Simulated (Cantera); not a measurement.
Feed: 1 mol Si₃N₄, 8.6 mol HF, 1.2 mol N₂, held at 0.0195 Torr.

Equilibrium computed with Cantera from the NASA thermochemical tables; the gas is ideal and each condensed phase is pure. Candidate condensed phases: Si, Si₃N₄; 37 gas species. The tables' values for SiF₃, SiF₂ are old estimates; treat these amounts as uncertain. Equilibrium is a limit: real reactors are often held back by kinetics, nucleation or transport.

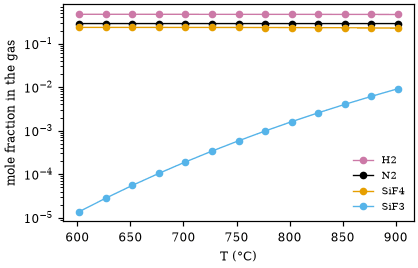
Equilibrium gas composition (values under 1e-9 drawn at 1e-9)

From 602 °C to 902 °C the condensed part is Si₃N₄(s). The main Si-bearing gas is SiF₄ throughout.
